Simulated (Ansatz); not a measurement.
# Calculations on Si$_{2}$H$_{4}$ and related structures

**1. Relaxation**

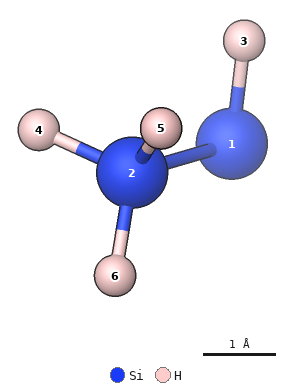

Si2H4, before the relaxation. A ball-and-stick model, seen from a free direction.

It is one of the separated reactants of a reaction.

Level of theory: RKS PBE0-D4/def2-TZVP (Ansatz 0.2.0).

Input
```yaml
crystal:
  periodic: [false, false, false]
  atoms:
    - {symbol: Si, position_ang: [-1.052085, 0.546843, 0.954812]}
    - {symbol: Si, position_ang: [1.286216, 1.019319, 1.015730]}
    - {symbol: H, position_ang: [-1.222028, 1.558280, -0.173920]}
    - {symbol: H, position_ang: [1.365580, 2.317160, 1.755381]}
    - {symbol: H, position_ang: [1.976429, 1.204314, -0.294205]}
    - {symbol: H, position_ang: [2.071918, 0.020927, 1.795357]}
basis:
  gaussian: {orbitals: def2-TZVP}
hamiltonian: {xc: pbe0, dispersion: d4}
relax: {f_tol: 0.005, max_steps: 200}
```

Launched with:
```bash
ansatz run in.yaml --threads 4 --pin off --events-out ev --progress --plain --max-ram 9574MiB
```

Question: Where does the relaxation end?

Answer: Over 10 accepted moves (12 points after the start) the energy falls by 0.08 kcal/mol. Largest force component: 0.073 eV/Å at the start, 0.0016 eV/Å at the end. The line search rejected the trial steps at points 7, 11 of the run. The forces were under the threshold at step 8, but the run went on from there. The largest move after the best rigid fit is that of H3, 0.11 Å. By element the largest moves are H 0.11 Å, Si 0.10 Å. Some distances before and after: Si1–Si2 2.386 → 2.382 Å. Among the angles between lasting bonds that change: Si1–Si2–H5 117.1° → 112.9°, Si2–Si1–H3 89.8° → 87.8°. Cost: 6 s on 4 threads of Arm Neoverse V2, on a shared host.

The structure at the end:

```xyz
6

Si   -1.0371    0.4824    0.8855
Si    1.2818    1.0073    1.0295
H    -1.1751    1.6353   -0.1060
H     1.3373    2.3314    1.7244
H     1.9260    1.1639   -0.3066
H     2.0931    0.0466    1.8263
```

The end point in the same view:

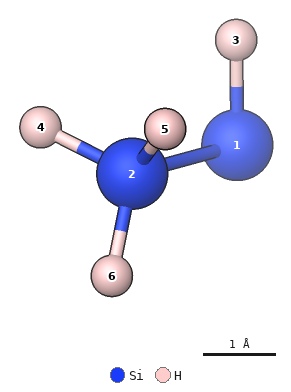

**2. Relaxation**

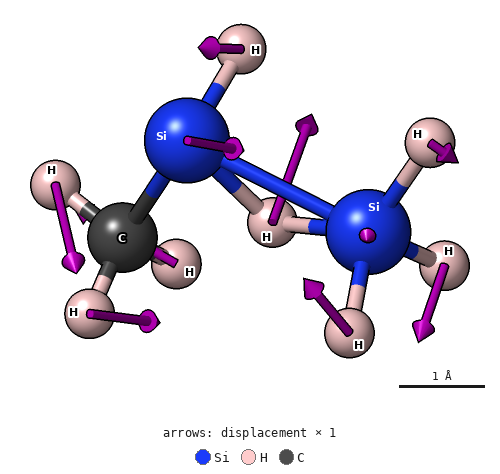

A relaxation of CH$_{8}$Si$_{2}$ (started from a transition state, displaced along its imaginary mode). The starting structure is drawn; purple arrows show the displacements, at their true length. The two geometries are superimposed by the best rigid fit.

The picture is a ball-and-stick view, seen at a tilt.

Computed with RKS PBE0-D4/def2-TZVP (Ansatz).

Input
```yaml
crystal:
  periodic: [false, false, false]
  atoms:
    - {symbol: Si, position_ang: [-1.098536, 0.236422, 0.617585]}
    - {symbol: Si, position_ang: [1.250159, 0.836001, 0.816257]}
    - {symbol: H, position_ang: [0.234482, 0.118432, -0.279873]}
    - {symbol: C, position_ang: [-1.029380, -1.203259, -0.739975]}
    - {symbol: H, position_ang: [-1.386976, 1.421749, -0.296173]}
    - {symbol: H, position_ang: [1.168084, 2.148932, 1.526986]}
    - {symbol: H, position_ang: [2.103630, 1.060810, -0.382723]}
    - {symbol: H, position_ang: [1.925822, -0.165983, 1.675024]}
    - {symbol: H, position_ang: [-0.697424, -2.110593, -0.233548]}
    - {symbol: H, position_ang: [-2.060064, -1.271658, -1.060653]}
    - {symbol: H, position_ang: [-0.409997, -1.070854, -1.642906]}
basis:
  gaussian: {orbitals: def2-TZVP}
hamiltonian: {xc: pbe0, dispersion: d4}
relax: {f_tol: 0.005, max_steps: 200}
```

Run as
```bash
ansatz run in.yaml --threads 4 --pin off --events-out ev --progress --plain --max-ram 9574MiB
```

Describe the change and its energy.

H3 moves most after the best rigid fit: 1.88 Å. By element the largest moves are H 1.88 Å, Si 1.14 Å, C 0.13 Å. Near-neighbour distances that change, for instance: Si2–H3 1.658 → 3.153 Å, Si1–H3 1.611 → 1.491 Å, Si1–C4 1.980 → 1.877 Å, Si1–Si2 2.432 → 2.341 Å. Bond angles that change, for instance: Si2–Si1–H3 42.7° → 108.7°, H3–Si1–C4 62.4° → 110.2°, H3–Si1–H5 83.1° → 107.4°. Over 33 accepted moves (36 points after the start) the energy falls by 59.7 kcal/mol. Largest force component: 0.6 eV/Å at the start, 0.00072 eV/Å at the end. The line search rejected the trial steps at points 16, 18, 27 of the run. The forces were under the threshold at step 33, but the run went on from there. The run took 49 s on 4 threads of Arm Neoverse V2, with other jobs on the host.

**3. Reaction**

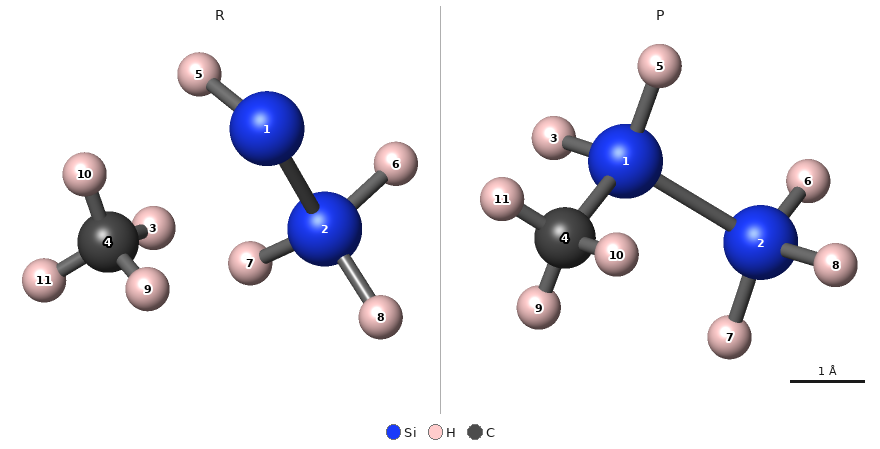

Reactant (R) and product (P) of one elementary step of CH8Si2. Style: ball-and-stick. Shown from a free direction.

Stationary points at PBE0-D4/def2-TZVP, single-point energies with CCSD(T)/CBS, CCSD(T), PBE-D4, B3LYP-D4, PBE0-D4, CAM-B3LYP-D4 (def2-TZVPP where no basis is named; Ansatz 0.2.0). The energies are electronic, without zero-point or thermal terms, and both ends are the relaxed geometries reached downhill from the saddle, with any fragments still in contact. CCSD(T)/CBS stands for a frozen-core estimate: MP2 correlation extrapolated from def2-TZVPP and def2-QZVPP, CCSD(T) minus MP2 from the smaller set.

R:
```xyz
11

Si   -1.0512    0.5494    0.9543
Si    1.2877    1.0186    1.0145
H    -0.3024   -0.4587   -0.6945
C    -0.9093   -1.3427   -0.9921
H    -1.2198    1.5598   -0.1756
H     1.3690    2.3171    1.7527
H     1.9781    1.2012   -0.2956
H     2.0721    0.0200    1.7952
H    -0.7427   -2.1692   -0.3064
H    -1.9689   -1.1124   -1.0715
H    -0.5128   -1.5831   -1.9810
```

P:
```xyz
11

Si   -0.5848    0.5274   -0.3496
Si    1.3119    0.7792    0.9988
H    -0.3918    1.3175   -1.5989
C    -0.8997   -1.2752   -0.7659
H    -1.7596    1.1029    0.3652
H     1.5516    2.2116    1.3239
H     2.5188    0.2476    0.3062
H     1.1475    0.0299    2.2756
H    -0.0506   -1.7029   -1.3034
H    -1.0564   -1.8611    0.1424
H    -1.7871   -1.3769   -1.3944
```

### What is the transition state like, and how high is the barrier?

Counted by bonded pieces, R holds CH₄ + Si₂H₄ and P holds CH₈Si₂. From R over the saddle to P, bonds form: Si1–H3 (2.07 → 1.61 → 1.49 Å), Si1–C4 (2.72 → 2.09 → 1.88 Å). A bond breaks: H3–C4 (1.11 → 1.52 → 2.77 Å). The saddle has one imaginary mode, 1093i cm⁻¹. The end R keeps a soft imaginary mode of 38i cm⁻¹, so it isn't quite a minimum. With CCSD(T)/CBS the barrier is 83.7 kJ/mol from R and 295.0 kJ/mol from P, and P lies 211.3 kJ/mol below R. By Pauling bond orders of the changing bonds the saddle lies closer to P, the lower end, against what Hammond's postulate suggests.

| level | barrier from R (kJ/mol) | barrier from P (kJ/mol) | P less R (kJ/mol) |
| --- | --- | --- | --- |
| CCSD(T)/CBS | 83.7 | 295.0 | −211.3 |
| CCSD(T) | 87.5 | 295.5 | −208.0 |
| PBE-D4 | 55.7 | 252.0 | −196.4 |
| B3LYP-D4 | 86.9 | 289.0 | −202.1 |
| PBE0-D4 | 66.4 | 276.8 | −210.3 |
| CAM-B3LYP-D4 | 90.4 | 304.4 | −213.9 |

Against CCSD(T)/CBS, B3LYP-D4 comes closest on the barrier from R (+3.3 kJ/mol) and PBE-D4 misses most (−28.0 kJ/mol). At 1 of the 3 structures the mean-field solution behind CCSD(T) isn't stable (a lower one of broken symmetry exists), so those energies are less reliable.

Saddle geometry:

```xyz
11

Si   -1.1019    0.3161    0.7052
Si    1.2390    0.8579    0.8361
H     0.0354   -0.0892   -0.3651
C    -0.9481   -1.1727   -0.7590
H    -1.3828    1.4273   -0.2912
H     1.1989    2.1641    1.5481
H     2.0808    1.0576   -0.3829
H     1.9294   -0.1568    1.6766
H    -0.6694   -2.0854   -0.2354
H    -2.0014   -1.2088   -1.0396
H    -0.3801   -1.1101   -1.6927
```

The saddle point in the same view, with dashed sticks for the bonds that form or break:

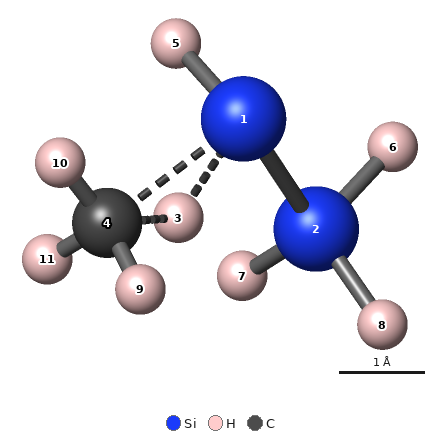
